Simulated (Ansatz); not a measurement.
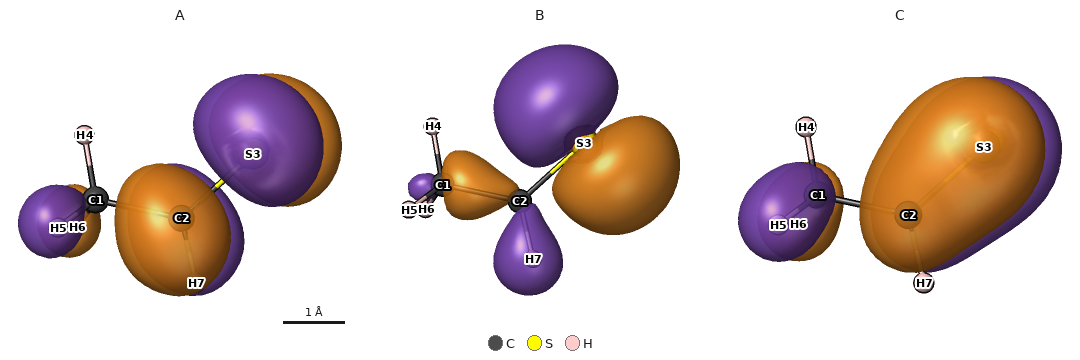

Figure. C₂H₄S (SMILES CC=S). Three frontier orbitals at ±0.1 Å⁻³ᐟ² (orange and purple are the two phases), in no order.

Geometry: PBE0-D4/def2-TZVP.

Computed with Ansatz 0.2.0, isolated molecule in a Gaussian basis; Kohn-Sham density functional theory, functional PBE0.

```xyz
7

C    -1.4355   -2.2225   -1.8985
C    -0.4318   -1.4899   -1.0900
S    -0.7342   -0.5664    0.1915
H    -2.4459   -2.0698   -1.5226
H    -1.1990   -3.2929   -1.9007
H    -1.3765   -1.8979   -2.9439
H     0.6022   -1.6113   -1.4251
```

Question: Order the three orbitals by energy and name them.

Answer: C is the HOMO−1 (−8.57 eV). By Hirshfeld shares it lies mainly on S3 (about 60 %), C2 (about 25 %) and C1 (about 5 %); π-bonding across S3–C2. B is the HOMO (−6.50 eV). By Hirshfeld shares it lies mainly on S3 (about 85 %) and C2 (about 10 %); largely a lone pair of S3. A is the LUMO (−2.16 eV). By Hirshfeld shares it lies mainly on S3 (about 45 %) and C2 (about 40 %); π-antibonding (π*) across S3–C2.

Question: What is the HOMO–LUMO gap?

Answer: 4.34 eV between the orbital energies.
